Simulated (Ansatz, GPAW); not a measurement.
# Cutoff, mesh and smearing for a 6-layer slab of Os(0001), part 2 of 3

How do cutoff, mesh, smearing and the dipole layer change the work function of a 6-layer slab of Os(0001)?

GPAW 26.7.0 and Ansatz 0.2.0; Ansatz plane waves; slab in vacuum with a dipole correction, relaxation (the session's first sound run).

So far, upper work function (eV): step 2 (relaxing the atoms) 5.30.

## Step 3: The slab's potential

The work function is the vacuum plateau of the electrostatic potential less the Fermi level; a dipole layer lets the two faces have plateaus of their own.

This step: GPAW, PAW setups; slab in vacuum (GPAW 26.7.0).

Input file run.py:

```python
import json
import numpy as np
from ase import Atoms
from gpaw import GPAW, PW

slab = Atoms(
    ['Os', 'Os', 'Os', 'Os', 'Os', 'Os'],
    positions=[
        [2.74000, 1.58194, 9.00000],
        [0.00000, 0.00000, 11.16323],
        [2.74000, 1.58194, 13.32646],
        [0.00000, -0.00000, 15.53901],
        [2.74000, 1.58194, 17.71291],
        [-0.00000, 0.00000, 19.80650]],
    cell=[[2.74, 0.0, 0.0], [1.37, 2.37291, 0.0], [0.0, 0.0, 28.81615]],
    pbc=[True, True, False])

slab.calc = GPAW(mode=PW(400), xc='PBE', kpts={'size': (13, 13, 1), 'gamma': True},
                 occupations={'name': 'fermi-dirac', 'width': 0.1}, nbands='160%',
                 convergence={'density': 1e-05}, maxiter=200,
                 poissonsolver={'dipolelayer': 'xy'},
                 symmetry={'tolerance': 1e-3}, txt='slab.txt')
result = {}
energy = slab.get_potential_energy()
fermi = slab.calc.get_fermi_level()
v = slab.calc.get_electrostatic_potential().mean((0, 1)) - fermi
n = slab.calc.get_pseudo_density().mean((0, 1))
L = slab.cell[2, 2]
z = np.arange(len(v)) * L / len(v)
low, high = slab.positions[:, 2].min(), slab.positions[:, 2].max()
below, above = np.interp([low - 6.8, high + 6.8], z, v)
slopes = [np.interp(x, z, np.gradient(v, z)) for x in (low - 6.8, high + 6.8)]
eps = np.array([[slab.calc.get_eigenvalues(k, s) for k in range(len(slab.calc.get_ibz_k_points()))]
                for s in range(slab.calc.get_number_of_spins())]) - fermi
top, bottom = eps[eps < 0].max(), eps[eps > 0].min()
dipole = slab.get_dipole_moment()[2]
print(f'energy {energy:.4f} eV, Fermi level {fermi:.4f} eV, dipole {dipole:.5f} e A')
print(f'potential 6.8 A off the faces, from the Fermi level: lower {below:.4f} eV, upper {above:.4f} eV')
print(f'slope of the potential there: lower {slopes[0]:.5f}, upper {slopes[1]:.5f} eV/A')
print(f'nearest levels on the mesh: {top:.4f} and {bottom:.4f} eV')
print('magnetic moment', round(slab.get_magnetic_moment(), 3))
result.update(energy=energy, fermi=fermi, dipole=dipole, below=below, above=above, slopes=slopes, edges=[top, bottom],
              z=z.tolist(), v=v.tolist(), n=n.tolist(), positions=slab.positions.tolist(),
              forces=slab.get_forces(apply_constraint=False).tolist(), moments=slab.get_magnetic_moments().tolist())
json.dump(result, open('result.json', 'w'))
```

Command:

```sh
$ OMP_NUM_THREADS=1 OPENBLAS_NUM_THREADS=1 python run.py
```

What it wrote:

```text
energy -64.5212 eV, Fermi level 4.1712 eV, dipole 0.00228 e A
potential 6.8 A off the faces, from the Fermi level: lower 5.3750 eV, upper 5.3084 eV
slope of the potential there: lower -0.00018, upper 0.00013 eV/A
nearest levels on the mesh: -0.0288 and 0.0285 eV
magnetic moment 0.0
```

The job ended after 3.6 min (1 thread of Arm Neoverse V2, shared host; peak memory 0.26 GiB).

This step gave:

```yaml
dipole_along_the_normal: 0.002281 e·Å
levels_nearest_the_fermi_level_on_the_mesh: -0.02879, 0.02847 eV from the Fermi level
upper_work_function: 5.308 eV
lower_work_function: 5.375 eV
```

The electrostatic potential energy of an electron (without an applied field's), less the Fermi level, planar mean oscillates, so the rows of the table below give means over windows of 2.19 Å about each position, cut where the curve ends. Its maxima inside the range that stand out by 2 % of the span (Å: eV): 10.0: -2.76, 12.3: -2.93, 14.4: -2.40, 16.6: -2.85, 18.8: -3.61. Its minima: 9.0: -31.0, 11.2: -31.7, 13.3: -31.7, 15.6: -31.5, 17.7: -31.9, 19.9: -31.0.

Table of electrostatic potential energy of an electron (without an applied field's), less the Fermi level, planar mean by z; means over each step:

```tsv
z (Å)	electrostatic potential energy of an electron (without an applied field's), less the Fermi level, planar mean (eV)
1.09	5.37
3.29	5.37
5.48	5.35
7.67	-1.50
9.86	-15.6
12.05	-15.9
14.24	-15.1
16.43	-15.7
18.62	-16.9
20.81	-6.92
23.00	5.24
25.19	5.31
27.38	5.31
```

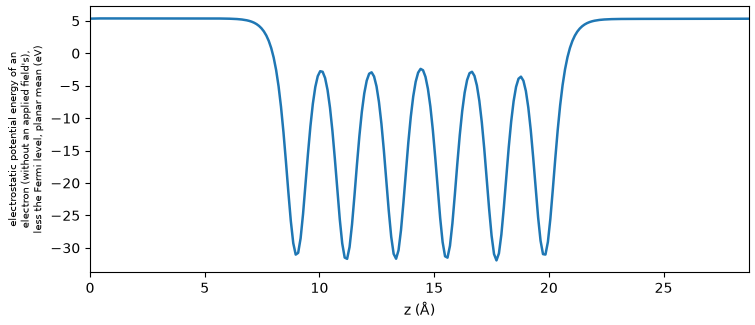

Electrostatic potential energy of an electron (without an applied field's), less the Fermi level, planar mean against z.

The pseudo valence density, planar mean oscillates, so the rows of the table below give means over windows of 2.13 Å about each position, cut where the curve ends. Its maxima inside the range that stand out by 2 % of the span (Å: e/Å³): 9.0: 2.05, 11.1: 2.02, 13.2: 1.97, 15.6: 2.04, 17.7: 2.06, 19.9: 2.04. Its minima: 10.0: 0.423, 12.2: 0.421, 14.5: 0.393, 16.6: 0.409, 18.8: 0.460.

Pseudo valence density, planar mean against z; means over each step:

```tsv
z (Å)	pseudo valence density, planar mean (e/Å³)
3.19	2.5e-6
5.32	6.3e-4
7.46	0.162
9.58	0.997
11.71	0.998
13.84	0.984
15.97	0.998
18.11	1.02
20.23	0.897
22.36	0.0118
24.50	4.9e-5
```

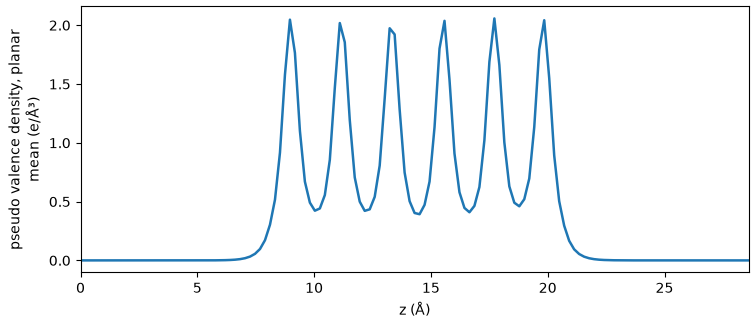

Pseudo valence density, planar mean, plotted against z.

Force by atom:

```tsv
atom	x (eV/Å)	y (eV/Å)	z (eV/Å)	size
Os1	0.000	0.000	0.929	0.929
Os2	0.000	0.000	-0.800	0.800
Os3	0.000	0.000	-0.042	0.042
Os4	0.000	0.000	-0.003	0.003
Os5	0.000	0.000	-0.003	0.003
Os6	0.000	0.000	-0.081	0.081
```

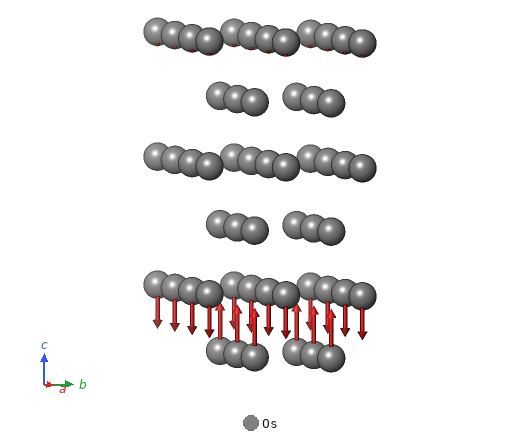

Force as arrows, the longest 0.929 eV/Å. 3×2×1 cells are drawn. Some periodic images of atoms are drawn too.

The potential is flat to 1.8e-4 eV/Å where it is read, so the vacuum is wide enough. The geometry is the other program's minimum; here the largest force on a free atom is 0.081 eV/Å.

## Step 4: Cutoff 200

The cutoff limits how sharply the smooth valence waves can vary, which tells mostly near the atoms.

Edit run.py of step 3 so:

```diff
@@ -17,3 +17,3 @@
 
-slab.calc = GPAW(mode=PW(400), xc='PBE', kpts={'size': (13, 13, 1), 'gamma': True},
+slab.calc = GPAW(mode=PW(200), xc='PBE', kpts={'size': (13, 13, 1), 'gamma': True},
                  occupations={'name': 'fermi-dirac', 'width': 0.1}, nbands='160%',
```

What it wrote:

```text
energy -61.7885 eV, Fermi level 4.2030 eV, dipole 0.00226 e A
potential 6.8 A off the faces, from the Fermi level: lower 5.3916 eV, upper 5.3273 eV
slope of the potential there: lower -0.00050, upper 0.00063 eV/A
nearest levels on the mesh: -0.0285 and 0.0261 eV
magnetic moment 0.0
```

Run time: 76 s. Hardware: 1 thread; peak memory 0.17 GiB.

The run finished. A setting was moved off its sound value on purpose, so it serves as a test and not as the result.

The fault put into the input: a cutoff under that of the base run: the energy of the cell lies 2.7 eV from the base value (ecut = 200).

Side by side:

```tsv
quantity	this run	sound run	difference
upper work function (eV)	5.3273	5.3084	0.0189
lower work function (eV)	5.3916	5.3750	0.0165
```

## Step 5: Cutoff 300

The cutoff limits how sharply the smooth valence waves can vary, which tells mostly near the atoms.

Edit run.py of step 4 so:

```diff
@@ -17,3 +17,3 @@
 
-slab.calc = GPAW(mode=PW(200), xc='PBE', kpts={'size': (13, 13, 1), 'gamma': True},
+slab.calc = GPAW(mode=PW(300), xc='PBE', kpts={'size': (13, 13, 1), 'gamma': True},
                  occupations={'name': 'fermi-dirac', 'width': 0.1}, nbands='160%',
```

What it wrote:

```text
energy -63.2183 eV, Fermi level 4.1815 eV, dipole 0.00232 e A
potential 6.8 A off the faces, from the Fermi level: lower 5.3811 eV, upper 5.3154 eV
slope of the potential there: lower -0.00026, upper 0.00031 eV/A
nearest levels on the mesh: -0.0288 and 0.0297 eV
magnetic moment 0.0
```

Wall time 2.3 min (1 thread); peak memory 0.21 GiB.

The run finished. A setting was moved off its sound value on purpose, so it serves as a test and not as the result.

The fault put into the input: a cutoff under that of the base run: the energy of the cell lies 1.3 eV from the base value (ecut = 300).

The two runs compared:

```tsv
quantity	this run	sound run	difference
upper work function (eV)	5.3154	5.3084	0.00701
lower work function (eV)	5.3811	5.3750	0.00610
```

## Step 6: Cutoff 700: ecut = 700

The cutoff limits how sharply the smooth valence waves can vary, which tells mostly near the atoms.

Edit run.py of step 5 so:

```diff
@@ -17,3 +17,3 @@
 
-slab.calc = GPAW(mode=PW(300), xc='PBE', kpts={'size': (13, 13, 1), 'gamma': True},
+slab.calc = GPAW(mode=PW(700), xc='PBE', kpts={'size': (13, 13, 1), 'gamma': True},
                  occupations={'name': 'fermi-dirac', 'width': 0.1}, nbands='160%',
```

What it wrote:

```text
energy -64.7411 eV, Fermi level 4.1701 eV, dipole 0.00230 e A
potential 6.8 A off the faces, from the Fermi level: lower 5.3747 eV, upper 5.3092 eV
slope of the potential there: lower 0.00001, upper -0.00002 eV/A
nearest levels on the mesh: -0.0285 and 0.0286 eV
magnetic moment 0.0
```

Wall time 8.7 min (1 thread); peak memory 0.45 GiB.

Numbers from this step:

```yaml
dipole_along_the_normal: 0.002295 e·Å
levels_nearest_the_fermi_level_on_the_mesh: -0.02848, 0.02859 eV from the Fermi level
upper_work_function: 5.309 eV
```

The electrostatic potential energy of an electron (without an applied field's), less the Fermi level, planar mean oscillates, so the rows of the table below give means over windows of 2.16 Å about each position, cut where the curve ends. Its maxima inside the range that stand out by 2 % of the span (Å: eV): 10.1: -2.70, 12.3: -3.14, 14.4: -2.40, 16.6: -2.85, 18.7: -3.65. Its minima: 9.0: -31.0, 11.1: -31.7, 13.3: -31.6, 15.6: -31.2, 17.7: -31.9, 19.8: -31.2.

The electrostatic potential energy of an electron (without an applied field's), less the Fermi level, planar mean by z; means over each step:

```tsv
z (Å)	electrostatic potential energy of an electron (without an applied field's), less the Fermi level, planar mean (eV)
1.08	5.37
3.24	5.37
5.40	5.35
7.56	0.0127
9.72	-15.5
11.88	-15.7
14.04	-15.2
16.20	-15.6
18.36	-16.5
20.52	-11.0
22.68	5.17
24.84	5.31
27.00	5.31
```

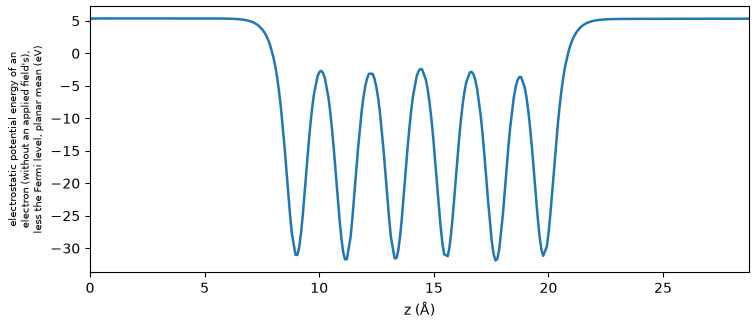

Electrostatic potential energy of an electron (without an applied field's), less the Fermi level, planar mean against z.

The pseudo valence density, planar mean oscillates, so the rows of the table below give means over windows of 2.24 Å about each position, cut where the curve ends. Its maxima inside the range that stand out by 2 % of the span (Å: e/Å³): 9.0: 2.05, 11.2: 2.04, 13.3: 2.04, 15.5: 2.05, 17.8: 2.03, 19.9: 2.04. Its minima: 10.1: 0.419, 12.2: 0.421, 14.4: 0.387, 16.6: 0.409, 18.7: 0.459.

Pseudo valence density, planar mean against z; means over each step:

```tsv
z (Å)	pseudo valence density, planar mean (e/Å³)
3.36	3.9e-6
5.60	0.00140
7.84	0.446
10.08	1.03
12.32	1.03
14.56	0.984
16.80	1.01
19.04	1.06
21.28	0.211
23.52	6.4e-4
25.76	0
```

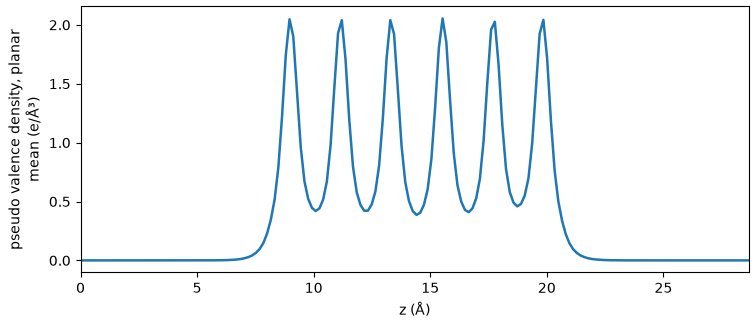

Pseudo valence density, planar mean, plotted against z.

Force by atom:

```tsv
atom	x (eV/Å)	y (eV/Å)	z (eV/Å)	size
Os1	0.000	0.000	0.938	0.938
Os2	0.000	0.000	-0.800	0.800
Os3	0.000	0.000	-0.045	0.045
Os4	0.000	0.000	0.000	0.000
Os5	0.000	0.000	0.002	0.002
Os6	0.000	0.000	-0.093	0.093
```

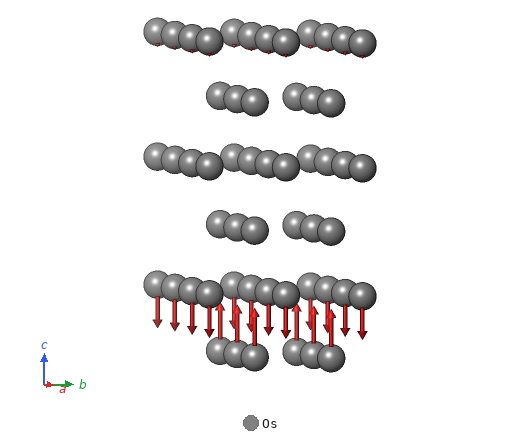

Force as arrows, the longest 0.938 eV/Å. 3×2×1 cells are drawn. Some periodic images of atoms are drawn too.

The upper face's work function is 5.309 eV, against 5.308 eV in the first plane-wave PBE run at this geometry.

## Step 7: K mesh 4×4

The mesh in the plane samples the bands: a metal's Fermi level needs it dense, and band edges must lie on it.

Edit run.py of step 6 so:

```diff
@@ -17,3 +17,3 @@
 
-slab.calc = GPAW(mode=PW(700), xc='PBE', kpts={'size': (13, 13, 1), 'gamma': True},
+slab.calc = GPAW(mode=PW(400), xc='PBE', kpts={'size': (4, 4, 1), 'gamma': True},
                  occupations={'name': 'fermi-dirac', 'width': 0.1}, nbands='160%',
```

What it wrote:

```text
energy -64.6806 eV, Fermi level 4.3246 eV, dipole 0.00369 e A
potential 6.8 A off the faces, from the Fermi level: lower 5.1067 eV, upper 5.0007 eV
slope of the potential there: lower -0.00018, upper 0.00016 eV/A
nearest levels on the mesh: -0.1269 and 0.0896 eV
magnetic moment 0.0
```

The job ended after 54 s (1 thread; peak memory 0.2 GiB).

The run finished with changed settings (kpts = [4, 4]); it serves as a test.

Side by side:

```tsv
quantity	this run	sound run	difference
dipole along the normal (e·Å)	0.0036907	0.0022806	0.00141
upper work function (eV)	5.0007	5.3084	-0.308
lower work function (eV)	5.1067	5.3750	-0.268
```

The two runs differ clearly in the upper work function: 5.00 eV against 5.31 eV.

## Step 8: K mesh 8×8

The mesh in the plane samples the bands: a metal's Fermi level needs it dense, and band edges must lie on it.

Edit run.py of step 7 so:

```diff
@@ -17,3 +17,3 @@
 
-slab.calc = GPAW(mode=PW(400), xc='PBE', kpts={'size': (4, 4, 1), 'gamma': True},
+slab.calc = GPAW(mode=PW(400), xc='PBE', kpts={'size': (8, 8, 1), 'gamma': True},
                  occupations={'name': 'fermi-dirac', 'width': 0.1}, nbands='160%',
```

What it wrote:

```text
energy -64.5880 eV, Fermi level 4.1439 eV, dipole 0.00325 e A
potential 6.8 A off the faces, from the Fermi level: lower 5.3799 eV, upper 5.2863 eV
slope of the potential there: lower -0.00018, upper 0.00014 eV/A
nearest levels on the mesh: -0.1032 and 0.0152 eV
magnetic moment 0.0
```

Elapsed: 1.8 min, on 1 thread; peak memory 0.22 GiB.

The run finished with changed settings (kpts = [8, 8]); it serves as a test.

Side by side:

```tsv
quantity	this run	sound run	difference
dipole along the normal (e·Å)	0.0032489	0.0022806	9.7e-4
upper work function (eV)	5.2863	5.3084	-0.0221
lower work function (eV)	5.3799	5.3750	0.00489
```

## Step 9: K mesh 20×20: kpts = [20, 20]

The mesh in the plane samples the bands: a metal's Fermi level needs it dense, and band edges must lie on it.

Edit run.py of step 8 so:

```diff
@@ -17,3 +17,3 @@
 
-slab.calc = GPAW(mode=PW(400), xc='PBE', kpts={'size': (8, 8, 1), 'gamma': True},
+slab.calc = GPAW(mode=PW(400), xc='PBE', kpts={'size': (20, 20, 1), 'gamma': True},
                  occupations={'name': 'fermi-dirac', 'width': 0.1}, nbands='160%',
```

What it wrote:

```text
energy -64.5232 eV, Fermi level 4.1691 eV, dipole 0.00221 e A
potential 6.8 A off the faces, from the Fermi level: lower 5.3767 eV, upper 5.3120 eV
slope of the potential there: lower -0.00018, upper 0.00013 eV/A
nearest levels on the mesh: -0.0008 and 0.0313 eV
magnetic moment 0.0
```

The job ended after 7.1 min (1 thread; peak memory 0.36 GiB).

Numbers from this step:

```yaml
dipole_along_the_normal: 0.002210 e·Å
levels_nearest_the_fermi_level_on_the_mesh: -8.14e-4, 0.03127 eV from the Fermi level
upper_work_function: 5.312 eV
lower_work_function: 5.377 eV
```

The upper face's work function is 5.312 eV, against 5.308 eV in the first plane-wave PBE run at this geometry.

## Step 10: Scheme Fermi-Dirac, smearing 0.3

Smearing changes the occupations near the Fermi level, and with them the level itself. Smearing helps the SCF of a metal converge, but it blurs occupations at band edges near the Fermi level.

Edit run.py of step 9 so:

```diff
@@ -17,4 +17,4 @@
 
-slab.calc = GPAW(mode=PW(400), xc='PBE', kpts={'size': (20, 20, 1), 'gamma': True},
-                 occupations={'name': 'fermi-dirac', 'width': 0.1}, nbands='160%',
+slab.calc = GPAW(mode=PW(400), xc='PBE', kpts={'size': (13, 13, 1), 'gamma': True},
+                 occupations={'name': 'fermi-dirac', 'width': 0.3}, nbands='160%',
                  convergence={'density': 1e-05}, maxiter=200,
```

What it wrote:

```text
energy -64.4939 eV, Fermi level 4.1955 eV, dipole 0.00186 e A
potential 6.8 A off the faces, from the Fermi level: lower 5.3211 eV, upper 5.2661 eV
slope of the potential there: lower -0.00019, upper 0.00014 eV/A
nearest levels on the mesh: -0.0164 and 0.0400 eV
magnetic moment 0.0
```

Run time: 3.6 min. Hardware: 1 thread; peak memory 0.27 GiB.

This step gave:

| Quantity | Value |
| --- | --- |
| dipole along the normal | 0.001863 e·Å |
| levels nearest the Fermi level on the mesh | -0.01642, 0.03996 eV from the Fermi level |
| upper work function | 5.266 eV |
| lower work function | 5.321 eV |

The upper face's work function is 5.266 eV, against 5.308 eV in the first plane-wave PBE run at this geometry.

## Step 11: Cost and result by level

Times are for 1 thread of Arm Neoverse V2, shared host. The runs compared:

```tsv
no.	run	upper work function (eV)	lower work function (eV)	time	memory (GiB)
1	pw	5.308	5.375	3.6 min	0.26
2	cutoff 700	5.309	5.375	8.7 min	0.45
3	k mesh 20×20	5.312	5.377	7.1 min	0.36
4	scheme Fermi-Dirac, smearing 0.3	5.266	5.321	3.6 min	0.27
```

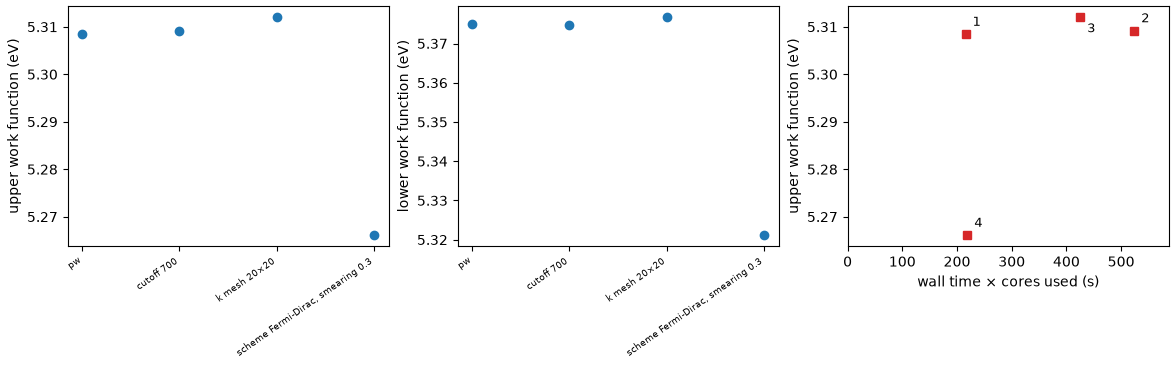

The series as plots; the last panel sets the first result against cost, with the runs numbered as in the table.

[end of part 2 of 3]

[Logs are printed without paths, hosts, clocks, repeated set-up lines and the standing remarks that a program may print on its own settings, such as how far it seeks lower states.]

[Hosts, paths, dates, database ids (printed as entryN), source tags and the programs' standing remarks are cut or masked in the printed files.]
